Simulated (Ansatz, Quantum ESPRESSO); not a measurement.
# Al: work function by face, part 2 of 6

Aim: the work function of the low-index faces of Al, their order, and how far the functional matters.

Quantum ESPRESSO 7.5; plane-wave DFT, PBE, PseudoDojo norm-conserving pseudopotentials; geometry and cross-check by Ansatz 0.2.0 with PAW datasets.

So far. Step 2 (Relaxation with Ansatz of (111)):  Held were the atoms numbered 3; the forces quoted are those on the free ones.

## (3) SCF with pw.x of (111), PBE

Both faces of the slab are alike, so a plain periodic cell serves and symmetry is kept.

Level of this step: plane-wave DFT, PBE, PseudoDojo norm-conserving pseudopotentials (Quantum ESPRESSO 7.5).

111.pbe.in reads:

```
&control
  prefix = '111.pbe'
  outdir = './out'
  pseudo_dir = './pseudo'
  calculation = 'scf'
  tprnfor = .true.
/
&system
  ibrav = 0
  nat = 5
  ntyp = 1
  ecutwfc = 32
  ecutrho = 128
  occupations = 'smearing'
  smearing = 'mv'
  degauss = 0.02
/
&electrons
  conv_thr = 1e-07
  mixing_beta = 0.4
  electron_maxstep = 120
  mixing_mode = 'local-TF'
/
ATOMIC_SPECIES
  Al  26.9815  Al.dojo-sr-pbe-0.4.1-standard.upf
CELL_PARAMETERS angstrom
  2.86378246382125 0.00000000000000 0.00000000000000
  1.43189123191063 2.48010836458159 0.00000000000000
  0.00000000000000 0.00000000000000 25.35307436090000
ATOMIC_POSITIONS crystal
  Al  0.666666666667 0.666666666667 0.315005920716
  Al  0.000000000000 0.000000000000 0.408102119619
  Al  0.333333333333 0.333333333333 0.500000000000
  Al  0.666666666667 0.666666666667 0.591897842515
  Al  0.000000000000 -0.000000000000 0.684994194925
K_POINTS automatic
  12 12 1 0 0 0
```

Run with:

```bash
$ OMP_NUM_THREADS=1 mpirun -n 2 pw.x -nk 2 -in 111.pbe.in > 111.pbe.out
```

What it wrote:

```text
Program PWSCF v.7.5 starts
[citation notice left out]

     Parallel version (MPI & OpenMP), running on       2 processor cores
     Number of MPI processes:                 2
     Threads/MPI process:                     1

     MPI processes distributed on     1 nodes
[...]
Current dimensions of program PWSCF are:
     Max number of different atomic species (ntypx) = 10
     Max number of k-points (npk) =  40000
     Max angular momentum in pseudopotentials (lmaxx) =  4
     Message from routine setup:
     using ibrav=0 with symmetry is DISCOURAGED, use correct ibrav instead

     K-points division:     npool     =       2
     Subspace diagonalization in iterative solution of the eigenvalue problem:
     a serial algorithm will be used

     G-vector sticks info
     --------------------
     sticks:   dense  smooth     PW     G-vecs:    dense   smooth      PW
     Sum         253     253     85                29669    29669    5787

     Using Slab Decomposition

     bravais-lattice index     =            0
     lattice parameter (alat)  =       5.4118  a.u.
     unit-cell volume          =    1215.1724 (a.u.)^3
     number of atoms/cell      =            5
     number of atomic types    =            1
     number of electrons       =        15.00
     number of Kohn-Sham states=           12
     kinetic-energy cutoff     =      32.0000  Ry
     charge density cutoff     =     128.0000  Ry
     scf convergence threshold =      1.0E-07
     mixing beta               =       0.4000
     number of iterations used =            8  local-TF  mixing
     Exchange-correlation= PBE
                           (   1   4   3   4   0   0   0)

     celldm(1)=   5.411765  celldm(2)=   0.000000  celldm(3)=   0.000000
     celldm(4)=   0.000000  celldm(5)=   0.000000  celldm(6)=   0.000000

     crystal axes: (cart. coord. in units of alat)
               a(1) = (   1.000000   0.000000   0.000000 )
               a(2) = (   0.500000   0.866025   0.000000 )
               a(3) = (   0.000000   0.000000   8.853003 )

     reciprocal axes: (cart. coord. in units 2 pi/alat)
               b(1) = (  1.000000 -0.577350  0.000000 )
               b(2) = (  0.000000  1.154701  0.000000 )
               b(3) = (  0.000000  0.000000  0.112956 )

     PseudoPot. # 1 for Al read from file:
     ./pseudo/Al.dojo-sr-pbe-0.4.1-standard.upf
     Pseudo is Norm-conserving + core correction, Zval =  3.0
     Generated using ONCVPSP code by D. R. Hamann
     Using radial grid of 1876 points,  6 beta functions with:
                l(1) =   0
                l(2) =   0
                l(3) =   1
                l(4) =   1
                l(5) =   2
                l(6) =   2

     atomic species   valence    mass     pseudopotential
     Al                3.00    26.98150     Al( 1.00)

     12 Sym. Ops., with inversion, found ( 6 have fractional translation)

   Cartesian axes

     site n.     atom                  positions (alat units)
         1        Al     tau(   1) = (   1.0000000   0.5773503   2.7887483  )
         2        Al     tau(   2) = (   0.0000000   0.0000000   3.6129292  )
         3        Al     tau(   3) = (   0.5000000   0.2886751   4.4265014  )
         4        Al     tau(   4) = (   1.0000000   0.5773503   5.2400733  )
         5        Al     tau(   5) = (   0.0000000   0.0000000   6.0642556  )

     number of k points=    19  Marzari-Vanderbilt smearing, width (Ry)=  0.0200
                       cart. coord. in units 2pi/alat
        k(    1) = (   0.0000000   0.0000000   0.0000000), wk =   0.0138889
        k(    2) = (   0.0000000   0.0962250   0.0000000), wk =   0.0833333
        k(    3) = (   0.0000000   0.1924501   0.0000000), wk =   0.0833333
        k(    4) = (   0.0000000   0.2886751   0.0000000), wk =   0.0833333
        k(    5) = (   0.0000000   0.3849002   0.0000000), wk =   0.0833333
        k(    6) = (   0.0000000   0.4811252   0.0000000), wk =   0.0833333
        k(    7) = (   0.0000000  -0.5773503   0.0000000), wk =   0.0416667
        k(    8) = (   0.0833333   0.1443376   0.0000000), wk =   0.0833333
        k(    9) = (   0.0833333   0.2405626   0.0000000), wk =   0.1666667
        k(   10) = (   0.0833333   0.3367877   0.0000000), wk =   0.1666667
[...]
k(   19) = (   0.3333333  -0.5773503   0.0000000), wk =   0.0277778

     Dense  grid:    29669 G-vectors     FFT dimensions: (  24,  24, 180)

     Estimated max dynamical RAM per process >      45.96 MB

     Estimated total dynamical RAM >      84.68 MB

     Initial potential from superposition of free atoms

     starting charge      14.9878, renormalised to      15.0000

     negative rho (up, down):  1.670E-05 0.000E+00
     Starting wfcs are   20 randomized atomic wfcs

     total cpu time spent up to now is        1.4 secs

     per-process dynamical memory:    34.2 Mb

     Self-consistent Calculation

     iteration #  1     ecut=    32.00 Ry     beta= 0.40
     Davidson diagonalization with overlap
     ethr =  1.00E-02,  avg # of iterations =  4.3

     total cpu time spent up to now is        2.4 secs

     total energy              =     -23.13379704 Ry
     estimated scf accuracy    <       0.35109451 Ry

     iteration #  2     ecut=    32.00 Ry     beta= 0.40
[...]
total energy              =     -23.10159427 Ry
     estimated scf accuracy    <       0.22321375 Ry

     iteration #  3     ecut=    32.00 Ry     beta= 0.40
[...]
total energy              =     -23.12131918 Ry
     estimated scf accuracy    <       0.01726430 Ry

     iteration #  4     ecut=    32.00 Ry     beta= 0.40
[...]
total energy              =     -23.12259966 Ry
     estimated scf accuracy    <       0.02076883 Ry

     iteration #  5     ecut=    32.00 Ry     beta= 0.40
[...]
total energy              =     -23.12268028 Ry
     estimated scf accuracy    <       0.00931231 Ry

     iteration #  6     ecut=    32.00 Ry     beta= 0.40
[...]
total energy              =     -23.12136002 Ry
     estimated scf accuracy    <       0.00534662 Ry

     iteration #  7     ecut=    32.00 Ry     beta= 0.40
[...]
negative rho (up, down):  1.781E-03 0.000E+00

[...]
total energy              =     -23.12144995 Ry
     estimated scf accuracy    <       0.00097983 Ry

     iteration #  8     ecut=    32.00 Ry     beta= 0.40
[...]
negative rho (up, down):  6.168E-03 0.000E+00

[...]
total energy              =     -23.12153005 Ry
     estimated scf accuracy    <       0.00183858 Ry

     iteration #  9     ecut=    32.00 Ry     beta= 0.40
[...]
c_bands:  1 eigenvalues not converged
[...]
negative rho (up, down):  9.665E-04 0.000E+00

[...]
total energy              =     -23.12160819 Ry
     estimated scf accuracy    <       0.00005284 Ry

     iteration # 10     ecut=    32.00 Ry     beta= 0.40
[...]
negative rho (up, down):  2.102E-04 0.000E+00

[...]
total energy              =     -23.12160177 Ry
     estimated scf accuracy    <       0.00014130 Ry

     iteration # 11     ecut=    32.00 Ry     beta= 0.40
[...]
negative rho (up, down):  7.704E-05 0.000E+00

[...]
total energy              =     -23.12161133 Ry
     estimated scf accuracy    <       0.00000247 Ry

     iteration # 12     ecut=    32.00 Ry     beta= 0.40
[...]
negative rho (up, down):  3.983E-06 0.000E+00

[...]
total energy              =     -23.12161179 Ry
     estimated scf accuracy    <       0.00000041 Ry

     iteration # 13     ecut=    32.00 Ry     beta= 0.40
[...]
End of self-consistent calculation

          k = 0.0000 0.0000 0.0000 (  3675 PWs)   bands (ev):

    -9.3852  -8.6700  -7.5725  -6.0841  -4.1679  -2.1216   0.2973   2.6480
     4.4927   5.4737   5.6916   7.1992

          k = 0.0000 0.0962 0.0000 (  3675 PWs)   bands (ev):

    -9.2184  -8.5038  -7.4073  -5.9200  -4.0040  -1.9650   0.4536   2.8019
     4.6505   5.6362   5.8548   7.3499

          k = 0.0000 0.1925 0.0000 (  3683 PWs)   bands (ev):

    -8.7192  -8.0064  -6.9128  -5.4290  -3.5143  -1.4958   0.9174   3.2488
     5.0930   6.0802   6.3044   6.7668

          k = 0.0000 0.2887 0.0000 (  3718 PWs)   bands (ev):

    -7.8909  -7.1813  -6.0926  -4.6154  -2.7065  -0.7181   1.6492   3.4440
     4.2515   4.3930   5.3673   5.9968

          k = 0.0000 0.3849 0.0000 (  3700 PWs)   bands (ev):

    -6.7392  -6.0341  -4.9532  -3.4883  -1.6055   0.2968   0.9726   1.6843
     2.6883   2.9934   4.1058   5.2344

          k = 0.0000 0.4811 0.0000 (  3714 PWs)   bands (ev):

    -5.2721  -4.5740  -3.5072  -2.0864  -1.4503  -0.8548  -0.0608   0.5159
     1.8156   1.8460   3.6484   4.2791

[...]
the Fermi energy is     1.4725 ev

!    total energy              =     -23.12161188 Ry
     estimated scf accuracy    <       0.00000004 Ry
     smearing contrib. (-TS)   =      -0.00027145 Ry
     internal energy E=F+TS    =     -23.12134043 Ry

     The total energy is F=E-TS. E is the sum of the following terms:
     one-electron contribution =    -245.30399237 Ry
     hartree contribution      =     126.44047371 Ry
     xc contribution           =     -10.64546083 Ry
     ewald contribution        =     106.38763906 Ry

     convergence has been achieved in  13 iterations

     Forces acting on atoms (cartesian axes, Ry/au):

     atom    1 type  1   force =    -0.00000000   -0.00000000    0.00009724
     atom    2 type  1   force =    -0.00000000   -0.00000000   -0.00004220
     atom    3 type  1   force =     0.00000000    0.00000000    0.00000000
     atom    4 type  1   force =     0.00000000    0.00000000    0.00004220
     atom    5 type  1   force =     0.00000000   -0.00000000   -0.00009724

     Total force =     0.000150     Total SCF correction =     0.000251
     SCF correction compared to forces is large: reduce conv_thr to get better values

[...]
=------------------------------------------------------------------------------=
   JOB DONE.
=------------------------------------------------------------------------------=
```

Run time: 12 s. Hardware: 2 MPI ranks of Intel Xeon Platinum 8375C at 2.90GHz (Ice Lake), shared host; peak memory 0.17 GiB; 24 s of CPU time.

Read from the output:

| Property | Result |
| --- | --- |
| free energy | -314.5856 eV |
| Fermi energy | 1.472 eV |

## (4) Potential by pp.x of (111)

plot_num = 11 writes the bare and Hartree potential. It leaves out exchange and correlation, which fade slowly, so it flattens close to the surface.

111.pbe.pot.in reads:

```
&inputpp
  prefix = '111.pbe'
  outdir = './out'
  filplot = '111.pbe.pot.dat'
  plot_num = 11
/
```

Run with:

```bash
$ OMP_NUM_THREADS=1 mpirun -n 2 pp.x -in 111.pbe.pot.in > 111.pbe.pot.out
```

What it wrote:

```text
[banner, memory and clock lines left out]
Program POST-PROC v.7.5 starts

          URL

     ./out/111.pbe.save/

     IMPORTANT: XC functional enforced from input :
     Exchange-correlation= PBE
                           (   1   4   3   4   0   0   0)
     Any further DFT definition will be discarded
     Please, verify this is what you really want

     Calling punch_plot, plot_num =  11
     Writing data to file  111.pbe.pot.dat
     Message from routine chdens:
     namelist plot not found or invalid, exiting
```

The job ended after 1.1 s (2 MPI ranks; peak memory 0.09 GiB).

Numbers from this step:

| Quantity | Value |
| --- | --- |
| work function of the upper face | 4.104 eV |
| slope of the potential above | 1.56e-4 eV/Å |
| upper vacuum line continued to the top atoms, over the Fermi level | 4.103 eV |
| work function of the lower face | 4.104 eV |
| slope of the potential below | -1.86e-4 eV/Å |
| lower vacuum line continued to the bottom atoms, over the Fermi level | 4.103 eV |

The potential energy, planar mean oscillates, so the rows of the table below give means over windows of 2.39 Å about each position, cut where the curve ends. Its maxima inside the range that stand out by 2 % of the span (Å: eV): 9.2: -0.385, 11.5: -0.548, 13.8: -0.548, 16.2: -0.385. Its minima: 8.0: -14.7, 10.3: -14.6, 12.7: -14.8, 15.1: -14.6, 17.3: -14.7.

Electrostatic potential energy of an electron; zero at the Fermi level. The potential energy, planar mean by z; means over each step:

| z (Å) | potential energy, planar mean (eV) |
| --- | --- |
| 1.20 | 4.10 |
| 3.58 | 4.10 |
| 5.97 | 2.98 |
| 8.36 | -6.70 |
| 10.75 | -6.80 |
| 13.14 | -6.83 |
| 15.53 | -6.76 |
| 17.92 | -5.45 |
| 20.31 | 3.99 |
| 22.70 | 4.10 |
| 25.09 | 4.10 |

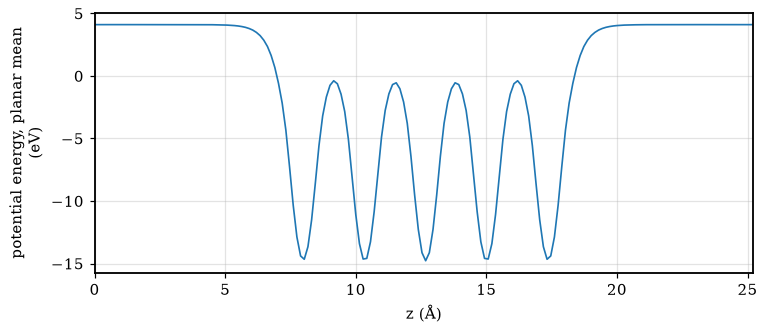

Potential energy, planar mean, plotted against z.

## (5) Self-consistent run of (111), LDA

The same atoms under a second functional.

Level of this step: plane-wave DFT, LDA, PseudoDojo norm-conserving pseudopotentials (Quantum ESPRESSO 7.5).

111.lda.in is the input of step 3 with these lines changed:

```diff
@@ -1,3 +1,3 @@
 &control
-  prefix = '111.pbe'
+  prefix = '111.lda'
   outdir = './out'
@@ -24,3 +24,3 @@
 ATOMIC_SPECIES
-  Al  26.9815  Al.dojo-sr-pbe-0.4.1-standard.upf
+  Al  26.9815  Al.dojo-sr-lda-0.4.1-standard.upf
 CELL_PARAMETERS angstrom
```

Run with:

```bash
$ OMP_NUM_THREADS=1 mpirun -n 2 pw.x -nk 2 -in 111.lda.in > 111.lda.out
```

What it wrote:

```text
[banner, memory and clock lines left out]
Program PWSCF v.7.5 starts
[...]
Message from routine setup:
[...]
number of electrons       =        15.00
     number of Kohn-Sham states=           12
     kinetic-energy cutoff     =      32.0000  Ry
     charge density cutoff     =     128.0000  Ry
[...]
number of k points=    19  Marzari-Vanderbilt smearing, width (Ry)=  0.0200
[...]
Dense  grid:    29669 G-vectors     FFT dimensions: (  24,  24, 180)
[...]
negative rho (up, down):  1.796E-05 0.000E+00
     Starting wfcs are   20 randomized atomic wfcs
[...]
estimated scf accuracy    <       0.36120457 Ry
[...]
estimated scf accuracy    <       0.22829408 Ry
[...]
estimated scf accuracy    <       0.01764552 Ry
[...]
estimated scf accuracy    <       0.02099423 Ry
[...]
estimated scf accuracy    <       0.00873739 Ry
[...]
estimated scf accuracy    <       0.00455714 Ry
[...]
negative rho (up, down):  5.199E-03 0.000E+00
[...]
estimated scf accuracy    <       0.00102712 Ry
[...]
negative rho (up, down):  5.755E-03 0.000E+00
[...]
estimated scf accuracy    <       0.00153356 Ry
[...]
negative rho (up, down):  1.364E-03 0.000E+00
[...]
estimated scf accuracy    <       0.00005812 Ry
[...]
negative rho (up, down):  1.795E-04 0.000E+00
[...]
estimated scf accuracy    <       0.00018280 Ry
[...]
negative rho (up, down):  6.058E-05 0.000E+00
[...]
estimated scf accuracy    <       0.00000068 Ry
[...]
negative rho (up, down):  2.056E-05 0.000E+00
[...]
estimated scf accuracy    <       0.00000011 Ry
[...]
the Fermi energy is     1.2921 ev
!    total energy              =     -23.56304504 Ry
     estimated scf accuracy    <       0.00000004 Ry
     smearing contrib. (-TS)   =      -0.00051999 Ry
     internal energy E=F+TS    =     -23.56252505 Ry
[...]
one-electron contribution =    -245.49145069 Ry
     hartree contribution      =     126.46676613 Ry
     xc contribution           =     -10.92547955 Ry
     ewald contribution        =     106.38763906 Ry
     convergence has been achieved in  13 iterations
[...]
Total force =     0.008180     Total SCF correction =     0.000306
[...]
```

Run time: 12 s. Hardware: 2 MPI ranks; peak memory 0.17 GiB.

Read from the output:

* free energy: -320.5916 eV
* Fermi energy: 1.292 eV

## (6) Potential by pp.x of (111)

111.lda.pot.in reads:

```
&inputpp
  prefix = '111.lda'
  outdir = './out'
  filplot = '111.lda.pot.dat'
  plot_num = 11
/
```

Run with:

```bash
$ OMP_NUM_THREADS=1 mpirun -n 2 pp.x -in 111.lda.pot.in > 111.lda.pot.out
```

Wall time 1.2 s (2 MPI ranks); peak memory 0.1 GiB; 2 s of CPU time.

This step gave:

* work function of the upper face: 4.266 eV
* slope of the potential above: 2.99e-4 eV/Å
* upper vacuum line continued to the top atoms, over the Fermi level: 4.265 eV
* work function of the lower face: 4.266 eV
* slope of the potential below: -2.24e-4 eV/Å
* lower vacuum line continued to the bottom atoms, over the Fermi level: 4.265 eV

On (111) the work function under LDA lies +0.16 eV from PBE's.

(Continued in part 3 of 6.)

[Logs are printed without paths, hosts, clocks, repeated set-up lines and the standing remarks that a program may print on its own settings, such as how far it seeks lower states.]

[Hosts, paths, dates, database ids (printed as entryN), source tags and the programs' standing remarks are cut or masked in the printed files.]

[Maps of the electrostatic potential energy from Ansatz leave out the sawtooth potential of an applied field or a dipole correction, so their vacuum need not be flat; planar profiles and work functions include it.]
